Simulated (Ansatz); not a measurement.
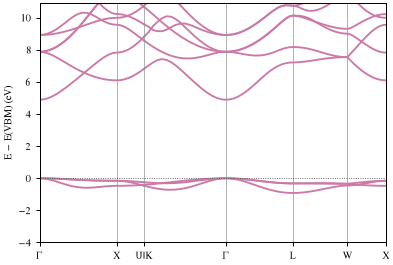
Band structure from r²SCAN (plane waves, PAW; program Ansatz)

**Question.** Read off the gap and where the band edges lie.

**Answer.** About 4.9 eV (4.89 eV by a search for the band edges); maximum at Γ, minimum at Γ.

The material is RbBr (rock salt, space group No. 225).

Space group Fm-3m (rock salt). The r²SCAN relaxation kept the symmetry of its start; phonons on a q-mesh show no instability. Scalar-relativistic: spin–orbit coupling is off unless named, which matters more the heavier the elements.

Potentials: the later of the program's two PAW sets.
